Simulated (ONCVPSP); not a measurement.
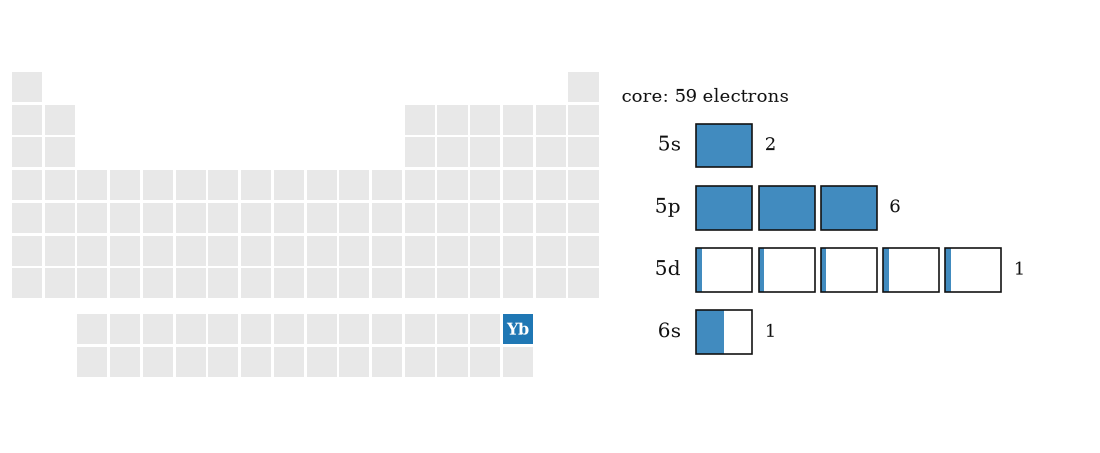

Figure 1. Left, the place of ytterbium in the periodic table; right, the valence shells of the reference configuration: a box for each of the 2l + 1 orbitals, shaded by the share of the shell that is filled, with the electron count at the right.

# Yb: pseudopotential generation

System: ytterbium (Yb, Z = 70), core [Kr] 4d10 4f13, reference valence 5s2 5p6 5d1 6s1 (an ion of charge +1), valence charge 11.
Method: ONCV potential, PBEsol, scalar-relativistic, made with ONCVPSP 4.0.1.

## Input
```
# ATOM AND REFERENCE CONFIGURATION
# atsym  z   nc   nv     iexc    psfile
  Yb 70.00   10    4  -116133      upf
#
#   n    l    f
    1    0    2.00
    2    0    2.00
    2    1    6.00
    3    0    2.00
    3    1    6.00
    3    2   10.00
    4    0    2.00
    4    1    6.00
    4    2   10.00
    4    3   13.00
    5    0    2.00
    5    1    6.00
    5    2    1.00
    6    0    1.00
#
# PSEUDOPOTENTIAL AND OPTIMIZATION
# lmax
    2
#
#   l,   rc,      ep,       ncon, nbas, qcut
    0    1.85    0.00    4    8    5.80
    1    1.55    0.00    3    6    6.30
    2    3.20    0.00    5   10    4.70
#
# LOCAL POTENTIAL
# lloc, lpopt,  rc(5),   dvloc0
    4    5    1.45    3.00
#
# VANDERBILT-KLEINMAN-BYLANDER PROJECTORs
# l, nproj, debl
    0    2    3.70
    1    2    2.70
    2    3    0.90
#
# MODEL CORE CHARGE
# icmod, fcfact, rcfact
    1    0.55    0.00
#
# LOG DERIVATIVE ANALYSIS
# epsh1, epsh2, depsh
   -4.00    5.00    0.02
#
# OUTPUT GRID
# rlmax, drl
    6.00    0.01
#
# TEST CONFIGURATIONS
# ncnf
    4
# nvcnf
#   n    l    f
    4
    5    0    2.00
    5    1    6.00
    5    2    1.00
    6    0    2.00
#
    4
    5    0    2.00
    5    1    6.00
    5    2    1.00
    6    0    0.00
#
    4
    5    0    2.00
    5    1    6.00
    5    2    0.00
    6    0    0.00
#
    5
    5    0    2.00
    5    1    6.00
    5    2    1.00
    6    0    0.00
    6    1    2.00
#
```

Run as:
```bash
oncvpsp.x < Yb.dat > Yb.out
```

## Log (extracts)
```
ONCVPSP  (Optimized Norm-Conservinng Vanderbilt PSeudopotential)
scalar-relativistic version 4.0.1

#   n    l    f        energy (Ha)
    1    0    2.00    -2.2503705E+03
    2    0    2.00    -3.8170917E+02
    2    1    6.00    -3.3649037E+02
    3    0    2.00    -8.6452865E+01
    3    1    6.00    -7.2825174E+01
    3    2   10.00    -5.6231978E+01
    4    0    2.00    -1.7423179E+01
    4    1    6.00    -1.2945517E+01
    4    2   10.00    -7.0541578E+00
    4    3   13.00    -5.9998883E-01
    5    0    2.00    -2.4277461E+00
    5    1    6.00    -1.3865902E+00
    5    2    1.00    -2.9356763E-01
    6    0    1.00    -3.7077151E-01

Reference configufation results
  iterations    33
  all-electron total energy (Ha)   -1.40549825D+04

Begin loop to  construct optimized pseudo wave functions
and semi-local pseudopoentials for all angular momenta

Calculating optimized projector #   1

 for l=   0

    Fraction of norm inside rc  0.935881
    Optimizing pswf for qcut=   5.81 a_B^-1,  ecut=  16.86 Ha
    Residual kinetic energy error=  5.39D-05 Ha

    Energy error per electron        Cutoff
         Ha          eV             Ha
         0.01000     0.27211        9.87
         0.00100     0.02721       13.27
         0.00010     0.00272       16.51
         0.00001     0.00027       46.43

Calculating optimized projector #   2

 for l=   0

    Fraction of norm inside rc  0.061097
    Optimizing pswf for qcut=   5.81 a_B^-1,  ecut=  16.86 Ha
    Residual kinetic energy error=  4.43D-05 Ha

    Energy error per electron        Cutoff
         Ha          eV             Ha
         0.01000     0.27211        7.19
         0.00100     0.02721       12.55
         0.00010     0.00272       15.98
         0.00001     0.00027       27.64

   Wellstate for l =  1  n =  7
     eigenvalue =   1.3134
     asymptotic potential =   1.8134
     half-point radius =  3.6955

Calculating optimized projector #   1

 for l=   1

    Fraction of norm inside rc  0.661660
    Optimizing pswf for qcut=   6.29 a_B^-1,  ecut=  19.78 Ha
    Residual kinetic energy error=  2.57D-04 Ha

    Energy error per electron        Cutoff
         Ha          eV             Ha
         0.01000     0.27211        7.44
         0.00100     0.02721       16.60
         0.00010     0.00272       39.48
         0.00001     0.00027       74.27

Calculating optimized projector #   2

 for l=   1

    Fraction of norm inside rc  0.060080
    Optimizing pswf for qcut=   6.29 a_B^-1,  ecut=  19.78 Ha
    Residual kinetic energy error=  3.07D-04 Ha

    Energy error per electron        Cutoff
         Ha          eV             Ha
         0.01000     0.27211        7.00
         0.00100     0.02721       16.86
         0.00010     0.00272       28.56
         0.00001     0.00027       55.30

   Wellstate for l =  2  n =  7
     eigenvalue =   0.6064
     asymptotic potential =   1.1064
     half-point radius =  6.6122

   Wellstate for l =  2  n =  8
     eigenvalue =   1.5064
     asymptotic potential =   2.0064
     half-point radius =  6.0447

Calculating optimized projector #   1

 for l=   2

    Fraction of norm inside rc  0.776342
    Optimizing pswf for qcut=   4.70 a_B^-1,  ecut=  11.07 Ha
    Residual kinetic energy error=  3.43D-06 Ha

    Energy error per electron        Cutoff
         Ha          eV             Ha
         0.01000     0.27211        6.11
         0.00100     0.02721        7.95
         0.00010     0.00272        9.22
         0.00001     0.00027       10.97

Calculating optimized projector #   2

 for l=   2

    Fraction of norm inside rc  0.193977
    Optimizing pswf for qcut=   4.70 a_B^-1,  ecut=  11.07 Ha
    Residual kinetic energy error=  1.79D-05 Ha

    Energy error per electron        Cutoff
         Ha          eV             Ha
         0.01000     0.27211        6.44
         0.00100     0.02721        8.42
         0.00010     0.00272       10.03
         0.00001     0.00027       12.44

Calculating optimized projector #   3

 for l=   2

    Fraction of norm inside rc  0.209344
    Optimizing pswf for qcut=   4.70 a_B^-1,  ecut=  11.07 Ha
    Residual kinetic energy error=  9.61D-05 Ha

    Energy error per electron        Cutoff
         Ha          eV             Ha
         0.01000     0.27211        7.52
         0.00100     0.02721        9.42
         0.00010     0.00272       11.35
         0.00001     0.00027       16.55

Construct Vanderbilt / Kleinmman-Bylander projectors

B matrix Hermiticity error, ll=   0
   1   2    2.2906E-04

  Orthonormal projector coefficients  6.5139E+00  8.7747E-01

B matrix Hermiticity error, ll=   1
   1   2   -3.1115E-04

  Orthonormal projector coefficients  5.1766E+00  9.7591E-01

B matrix Hermiticity error, ll=   2
   1   2   -4.4600E-05
   1   3    7.4249E-05
   2   3    4.2790E-05

  Orthonormal projector coefficients  1.2864E+00 -4.5097E-01 -3.2847E-01

Model core correction analysis
  based on d2Exc/dn_idn_j

d2excae - all-electron derivatives

   -2.599071D-02   -2.275368D-02   -8.647072D-03   -1.885562D-03
   -2.275429D-02   -2.336717D-02   -1.291946D-02   -3.538897D-03
   -8.675307D-03   -1.307845D-02   -1.854048D-02   -1.307016D-02
   -1.944635D-03   -3.898959D-03   -1.426785D-02   -1.591983D-02

d2excps - pseudofunction derivatives with no core correction

   -4.682275D-02   -3.401626D-02   -1.033690D-02   -3.758175D-03
   -3.401802D-02   -3.205505D-02   -1.529487D-02   -4.526115D-03
   -1.036777D-02   -1.546848D-02   -2.156665D-02   -1.432015D-02
   -3.823540D-03   -4.919728D-03   -1.563157D-02   -1.725938D-02

rms 2nd derivative error    7.087282E-03

Polynomial model core charge

d2excps - pseudofunction derivatives with core correction

   -2.358521D-02   -2.128343D-02   -8.099778D-03   -1.806672D-03
   -2.128394D-02   -2.301692D-02   -1.291198D-02   -3.457491D-03
   -8.127927D-03   -1.307088D-02   -1.943776D-02   -1.319394D-02
   -1.865721D-03   -3.817551D-03   -1.439178D-02   -1.588813D-02

rms 2nd derivative error    8.549294E-04

Pseudoatom total energy  -41.202711

Diagnostic tests using Vanderbilt-Kleinman-Bylander pseudopotentials
  1 or more projectors used as specified by nproj input data

   l    rcore       rmatch      e in        delta e   norm test  slope test

   0   1.8538039   1.9100894  -2.4277461   0.0000029   1.0001387   1.0001340
   0   1.8538039   1.9100894  -0.3707715   0.0000035   1.0000429   1.0000345

   1   1.5585558   1.6058769  -1.3865902   0.0000449   1.0001092   1.0001942
   1   1.5585558   1.6058769   1.3134098   0.0000217   1.0005168   1.0005168

   2   3.2142378   3.3118291  -0.2935676  -0.0000003   1.0000406   1.0000436
   2   3.2142378   3.3118291   0.6064324   0.0000054   1.0001008   1.0001008
   2   3.2142378   3.3118291   1.5064324   0.0000027   1.0001536   1.0001536

 Testing for bound ghosts
   n   l    E NL Schr. Eq   E Basis Diag.   E Cutoff

   1   0       -2.427743       -2.427742     76.90
   2   0       -0.370768       -0.331762     76.90

   2   1       -1.386545       -1.386281     63.56

   3   2       -0.293568       -0.293474     65.61

 Testing for highly-localized positive-energy ghosts
       l    <radius>/rc     E Basis Diag.   E Cutoff

       0        0.928177        7.008455     76.90  WARNING - GHOST(+)

Test configuration 0

   n   l     f        eae           eps        diff
   1   0  2.0000-2250.37051633
   2   0  2.0000 -381.70917045
   2   1  6.0000 -336.49037334
   3   0  2.0000  -86.45286522
   3   1  6.0000  -72.82517442
   3   2 10.0000  -56.23197807
   4   0  2.0000  -17.42317944
   4   1  6.0000  -12.94551671
   4   2 10.0000   -7.05415779
   4   3 13.0000   -0.59998883
   5   0  2.0000   -2.42774608   -2.42774320    2.88D-06
   5   1  6.0000   -1.38659021   -1.38654526    4.49D-05
   5   2  1.0000   -0.29356763   -0.29356791   -2.79D-07
   6   0  1.0000   -0.37077151   -0.37076798    3.54D-06

    Total energies and differences
      AE_ref= -1.40549825D+04  AE_tst= -1.40549825D+04  dif=  0.00D+00
      PS_ref= -4.12027112D+01  PS_tst= -4.12027112D+01  dif= -7.11D-15
      PSP excitation error=  7.11D-15

Test configuration 1

   n   l     f        eae           eps        diff
   1   0  2.0000-2250.12322273
   2   0  2.0000 -381.46319550
   2   1  6.0000 -336.24432297
   3   0  2.0000  -86.20727010
   3   1  6.0000  -72.57957082
   3   2 10.0000  -55.98639235
   4   0  2.0000  -17.17745903
   4   1  6.0000  -12.69976883
   4   2 10.0000   -6.80842533
   4   3 13.0000   -0.35432974
   5   0  2.0000   -2.18172100   -2.17901316    2.71D-03
   5   1  6.0000   -1.14063895   -1.13903808    1.60D-03
   5   2  1.0000   -0.06909270   -0.06880249    2.90D-04
   6   0  2.0000   -0.16873916   -0.16861492    1.24D-04

    Total energies and differences
      AE_ref= -1.40549825D+04  AE_tst= -1.40552501D+04  dif= -2.68D-01
      PS_ref= -4.12027112D+01  PS_tst= -4.14702441D+01  dif= -2.68D-01
      PSP excitation error= -4.63D-05

Test configuration 2

   n   l     f        eae           eps        diff
   1   0  2.0000-2250.66270085
   2   0  2.0000 -381.99938258
   2   1  6.0000 -336.78071558
   3   0  2.0000  -86.74204258
   3   1  6.0000  -73.11437013
   3   2 10.0000  -56.52121291
   4   0  2.0000  -17.71269873
   4   1  6.0000  -13.23514164
   4   2 10.0000   -7.34385613
   4   3 13.0000   -0.88953147
   5   0  2.0000   -2.71812985   -2.72400248   -5.87D-03
   5   1  6.0000   -1.67543523   -1.67929447   -3.86D-03
   5   2  1.0000   -0.55296643   -0.55448609   -1.52D-03

    Total energies and differences
      AE_ref= -1.40549825D+04  AE_tst= -1.40545030D+04  dif=  4.80D-01
      PS_ref= -4.12027112D+01  PS_tst= -4.07226064D+01  dif=  4.80D-01
      PSP excitation error= -5.95D-04

Test configuration 3

   n   l     f        eae           eps        diff
   1   0  2.0000-2251.09912971
   2   0  2.0000 -382.43730487
   2   1  6.0000 -337.21877487
   3   0  2.0000  -87.17528351
   3   1  6.0000  -73.54766577
   3   2 10.0000  -56.95524365
   4   0  2.0000  -18.14694399
   4   1  6.0000  -13.66995871
   4   2 10.0000   -7.77956317
   4   3 13.0000   -1.32467847
   5   0  2.0000   -3.15441266   -3.16853461   -1.41D-02
   5   1  6.0000   -2.10036834   -2.11144632   -1.11D-02

    Total energies and differences
      AE_ref= -1.40549825D+04  AE_tst= -1.40537713D+04  dif=  1.21D+00
      PS_ref= -4.12027112D+01  PS_tst= -3.99878763D+01  dif=  1.21D+00
      PSP excitation error= -3.61D-03

Test configuration 4

   n   l     f        eae           eps        diff
   1   0  2.0000-2250.22709730
   2   0  2.0000 -381.56586345
   2   1  6.0000 -336.34699682
   3   0  2.0000  -86.30954441
   3   1  6.0000  -72.68184519
   3   2 10.0000  -56.08867972
   4   0  2.0000  -17.28013164
   4   1  6.0000  -12.80250949
   4   2 10.0000   -6.91121054
   4   3 13.0000   -0.45714657
   5   0  2.0000   -2.28589181   -2.28766324   -1.77D-03
   5   1  6.0000   -1.24365321   -1.24463132   -9.78D-04
   5   2  1.0000   -0.14582254   -0.14597835   -1.56D-04
   6   1  2.0000   -0.09201453   -0.09202515   -1.06D-05

    Total energies and differences
      AE_ref= -1.40549825D+04  AE_tst= -1.40549967D+04  dif= -1.41D-02
      PS_ref= -4.12027112D+01  PS_tst= -4.12167995D+01  dif= -1.41D-02
      PSP excitation error= -5.80D-05
```

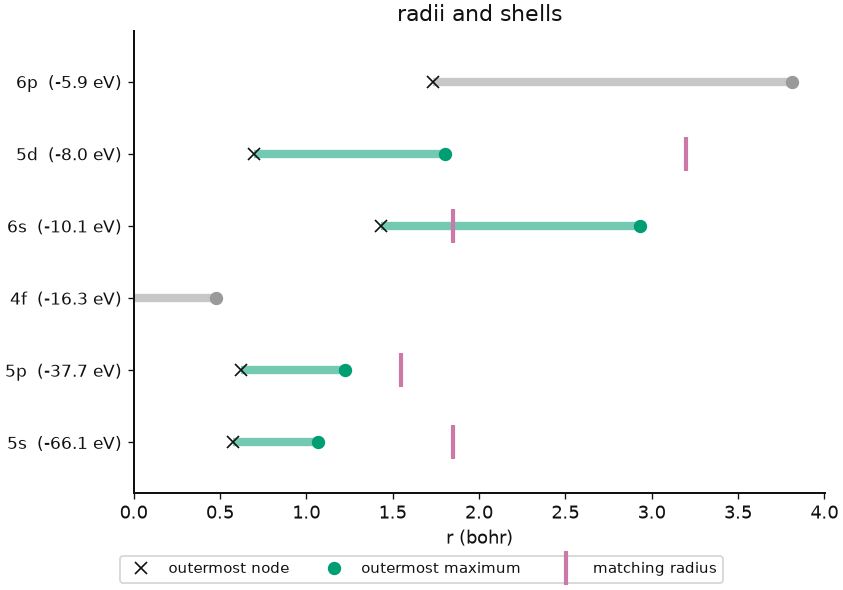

Figure 2. Outer shells of the all-electron reference atom: each bar runs from the outermost node (or the nucleus) to the outermost maximum of u(r); the tick is the radius chosen for the pseudo-wave. Shells without a tick have no pseudo-wave of their own. Levels, nodes and maxima are from ld1.x, scalar-relativistic.

- Radii against the shells: 5s: 1.85 bohr, outside the maximum; 5p: 1.55 bohr, outside the maximum; 6s: 1.85 bohr, between node and maximum; 5d: 3.20 bohr, outside the maximum.

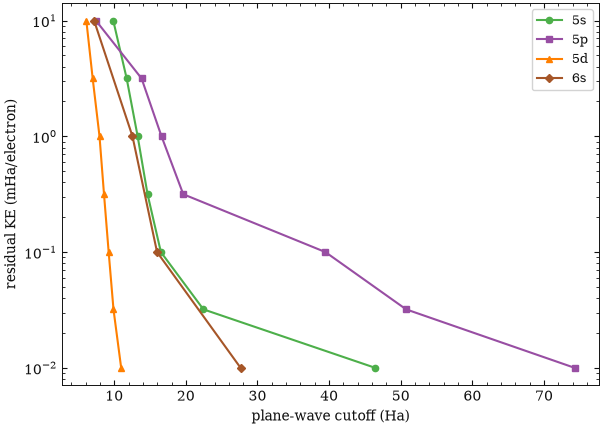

Figure 3. Residual kinetic energy of the pseudo-waves (the first of each channel, and further valence shells) beyond the plane-wave cutoff, as the generator prints it.

- Hardest wave at 1 mHa per electron: 5p, with rc = 1.55 bohr and qcut = 6.3 1/bohr. The optimisation minimises, but can't always remove, the kinetic energy above qcut²/2 = 19.8 Ha, and a larger rc would as a rule soften the wave at some cost in transferability.
- Cutoffs for the occupied states: 17 Ha for 1 mHa and 39 Ha for 0.1 mHa per electron. The first is set by 5p.
- Cutoffs for 1 mHa per electron: 5p: 17 Ha; 5s: 13 Ha; 6s: 13 Ha; 5d: 7.9 Ha.

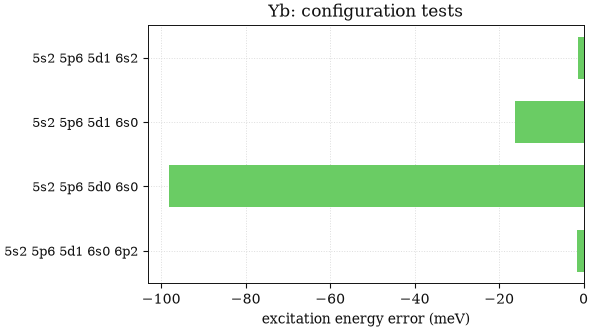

Figure 4. Errors, all-electron minus pseudo, of the energies of valence configurations relative to the unpolarised reference 5s2 5p6 5d1 6s1.

- Worst configuration: 5s2 5p6 5d0 6s0 (charge +3): the error is -98 meV on an all-electron energy of +32.96 eV relative to the reference, or 0.3 %.
- Errors in meV: 5s2 5p6 5d1 6s2: -1.3; 5s2 5p6 5d1 6s0: -16; 5s2 5p6 5d0 6s0: -98; 5s2 5p6 5d1 6s0 6p2: -1.6.

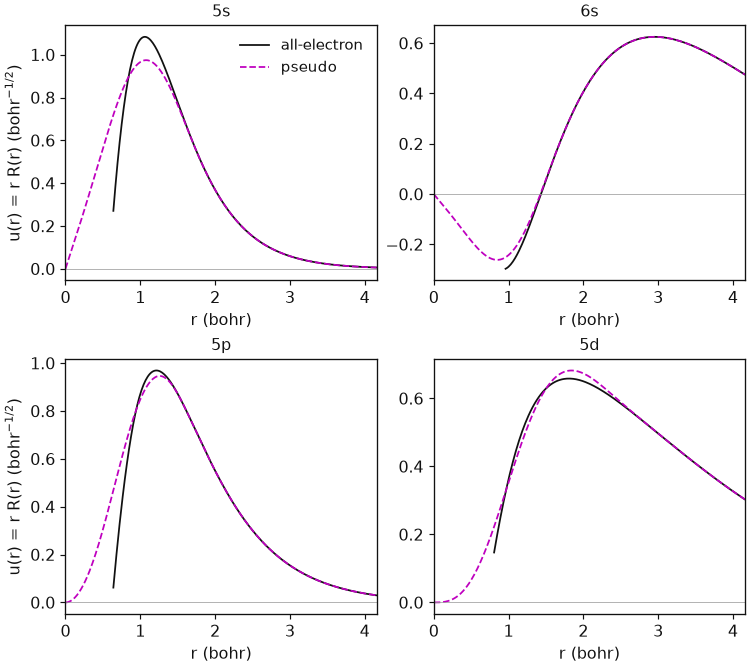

Figure 5. All-electron valence functions (solid) with their pseudo partners (dashed). The innermost oscillations of some all-electron curves aren't drawn. Reference configuration 5s2 5p6 5d1 6s1.

- Matching radii: 5s at 1.85 bohr; 6s at 1.85 bohr; 5p at 1.55 bohr; 5d at 3.20 bohr. The curves merge smoothly, so the plot gives these only roughly.
- Nodes of the pseudo-waves: 5s has no node; 6s has a node at about 1.4 bohr; 5p has no node; 5d has no node. A node in 6s is expected, since a lower shell of the same l is also in the valence and the two must stay orthogonal.

## Key numbers

- outcome: generated
- cutoffs needed: 17 Ha and 39 Ha (the cutoffs at which the residual kinetic energy of the hardest occupied pseudo-wave falls to 1 and 0.1 mHa per electron)
- ghost test: no bound ghost flagged; GHOST(+) flagged for s at 190.7 eV
- largest excitation error: -98 meV (all-electron minus pseudo) for 5s2 5p6 5d0 6s0, out of 4 test configurations
- rms error of d²Exc/dni dnj: 7.09 mHa without and 0.85 mHa with the model core
- range over which the phases arctan(r R′/R) at the test radius agree within 0.05 rad (a looser test near the poles than one of phase shifts): s: over the whole range computed; p: over the whole range computed; d: over the whole range computed; f: not judged, local potential alone
- hardware: 1 CPU thread, shared host
- wall time: 4.8 s

## Notes

The open f shell is frozen into the core, so the potential fits one valence alone and carries no f magnetism.
